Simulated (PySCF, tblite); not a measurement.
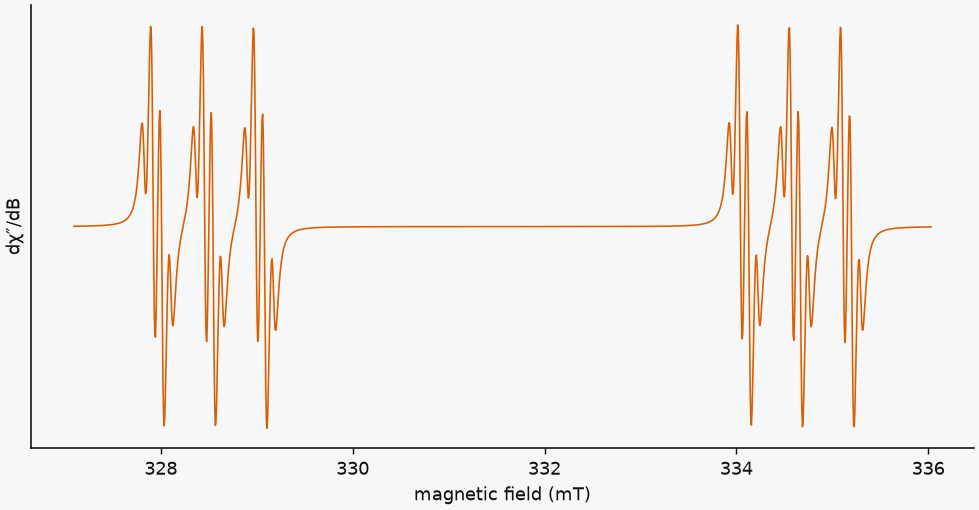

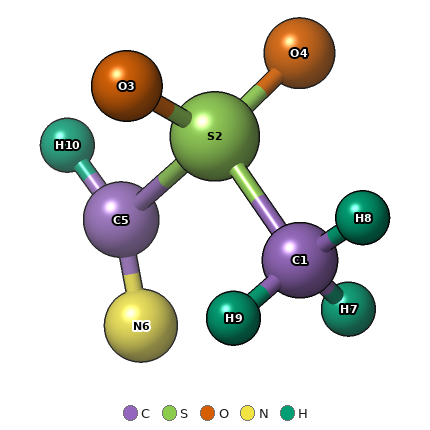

First-order isotropic EPR spectrum (fast tumbling, first derivative) of C₂H₄NO₂S, SMILES CS(=O)(=O)C=[N], doublet at 9.30 GHz, Lorentzian lines of 0.09 mT full width at half height, from computed g and hyperfine couplings (B3LYP/pcH-1, PySCF 2.14.0, at a GFN2-xTB geometry (a minimum by its frequencies), gas phase); values of one conformer, averaged over methyl-type rotors alone; other conformers aren't averaged in; no vibrational averaging; dilute isotopes left out. The SMILES is one Lewis form and needn't show where the spin sits.

Question: Which couplings does the calculation give? The spectrum shows the sizes of those above the line width, not their signs.

Answer:
| nuclei | isotope | a (mT) | a (MHz) |
| --- | --- | --- | --- |
| H10 | ¹H | 6.12 | 171.7 |
| N6 | ¹⁴N | 0.54 | 15.1 |
| H7, H8, H9 | ¹H | −0.09 | −2.6 |

Question: What is the g value, and how wide is the spectrum?

Answer: g_iso = 2.0040, which centres the spectrum at 331.6 mT; it spans 7.5 mT.

Note: the tight-binding geometry is rougher than a DFT one and adds to the error.
